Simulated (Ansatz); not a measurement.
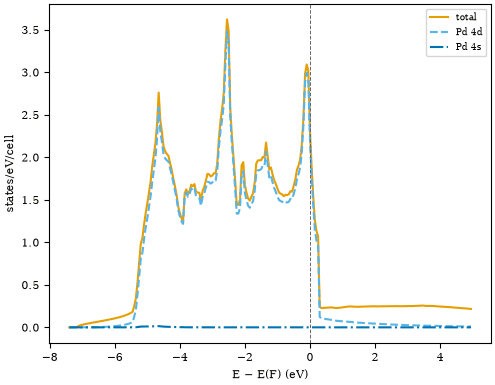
Figure. Total and projected density of states of Pd (fcc (Cu type), Fm-3m), DFT-PBE+D3(BJ) in the program Ansatz with PAW potentials

Question: Which orbitals carry the states next to the Fermi level?

Answer: Within 0.5 eV of the Fermi level: Pd 4d 93 %, outside the projected shells 7 %. Projections are on Löwdin-orthogonalised atomic valence shells; empty p or d shells of many metals are not among them.

Question: Where is the tallest occupied peak in this window, and what makes it?

Answer: Near -2.5 eV, about 3.6 states/eV per cell; the largest projected share is Pd 4d.

The cell was relaxed with PBE+D3(BJ) under the symmetry of its start. No spin polarisation was allowed. The pairwise dispersion correction was not fitted to metals. Scalar-relativistic: spin–orbit coupling is off unless named, which matters more the heavier the elements.

Potentials: the later of the program's two PAW sets.
